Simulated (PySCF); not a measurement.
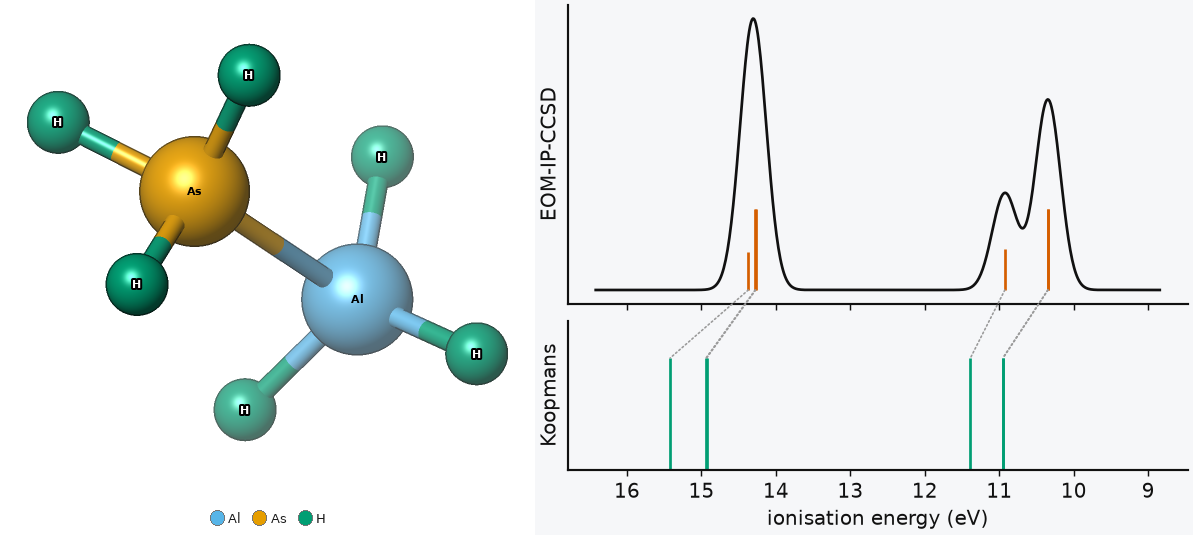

Valence photoelectron lines of AlAsH₆, SMILES [AlH3-][AsH3+], singlet: vertical EOM-IP-CCSD/aug-cc-pVDZ (frozen core, PySCF, at a PBE0-D3(BJ)/def2-SVP geometry (no frequency check); 6 lines, one for each of the 6 highest orbitals, so a line of a deeper orbital can be missing among them) above, Hartree-Fock orbital energies with the sign turned below, non-relativistic; dotted lines join each line to its leading orbital. Stick heights are one-hole weights (summed over degenerate lines), not cross-sections; Gaussian width 0.40 eV.

Q: What is the first vertical ionisation energy, and how far is Koopmans' value off?

A: 10.34 eV from the HOMO (with HOMO−1 within 0.05 eV); Koopmans gives 10.95 eV, 0.60 eV too high.

Q: List the lines.

A:
| hole | EOM-IP-CCSD (eV) | Koopmans (eV) | one-hole weight |
| --- | --- | --- | --- |
| HOMO | 10.34 | 10.95 | 0.94 |
| HOMO-1 | 10.35 | 10.95 | 0.94 |
| HOMO-2 | 10.93 | 11.39 | 0.95 |
| HOMO-3 | 14.27 | 14.93 | 0.94 |
| HOMO-4 | 14.28 | 14.94 | 0.94 |
| HOMO-5 | 14.37 | 15.42 | 0.88 |

Known limits of this run: small basis, so the lines can lie some tenths of an eV too low.
